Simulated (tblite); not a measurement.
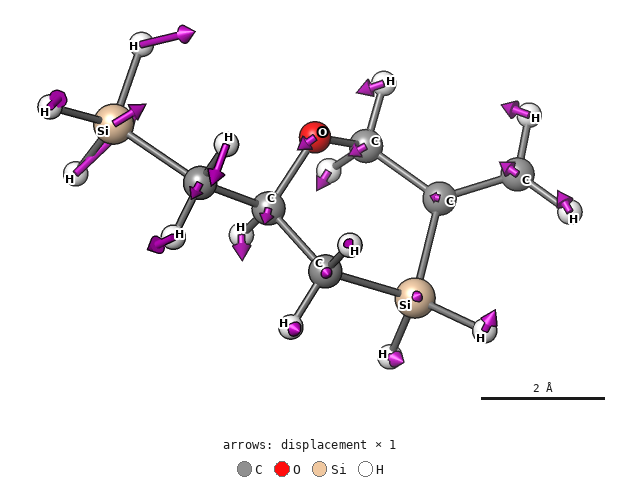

A relaxation of C6H14OSi2. The starting structure is drawn; purple arrows show the displacements, at their true length. The two geometries are superimposed by the best rigid fit.

A ball-and-stick model, seen at a tilt.

These are results of GFN2-xTB geometry optimisation, gas phase in tblite, not measurements. 

What did the optimiser do to the structure, and how much energy did it gain?

Answer. The atom that moves furthest after the best rigid fit is an H atom (1.45 Å). By element the largest moves are H 1.45 Å, Si 0.64 Å, C 0.40 Å, O 0.38 Å. Near-neighbour distances that change, for instance: O–Si 3.335 → 2.610 Å, C–C 1.360 → 1.325 Å, C–Si 1.871 → 1.904 Å, H–Si 1.490 → 1.457 Å. Among the angles between lasting bonds that change: C–C–Si 115.1° → 106.6°, Si–C–H 106.8° → 113.0°, O–C–C 108.5° → 104.5°. Groups turn about C–C by about 35°. After 120 geometry steps the energy has fallen by 0.243 eV.
